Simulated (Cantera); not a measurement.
Feed: 1 mol FeS, 0.12 mol H2S, a varied amount of N2, equilibrated at 1748.15 K and 64.0 mbar.

Method: chemical equilibrium by Gibbs-energy minimisation in Cantera with the NASA 1993 tables (ideal gas, pure condensed phases). Candidate condensed phases: Fe, FeS, FeS2, S; 16 gas species. Metal and sulfide melt together well below either melting point, which pure phases cannot show. Mutual solubility and eutectic melting of coexisting phases are not modelled. FeS: taken at fixed stoichiometry. Equilibrium is a limit: real reactors are often held back by kinetics, nucleation or transport.

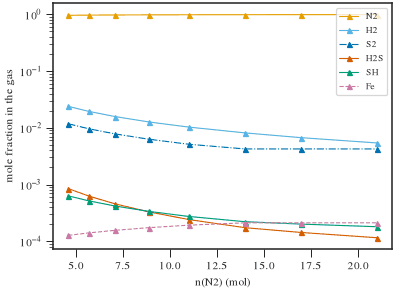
*Equilibrium gas composition (values under 1e-9 drawn at 1e-9)*

From 4.6 mol N2 to 11 mol N2 the condensed part is FeS(l). From 14 mol N2 to 21 mol N2 the condensed part is Fe(δ) + FeS(l). The main Fe-bearing gas is Fe throughout.
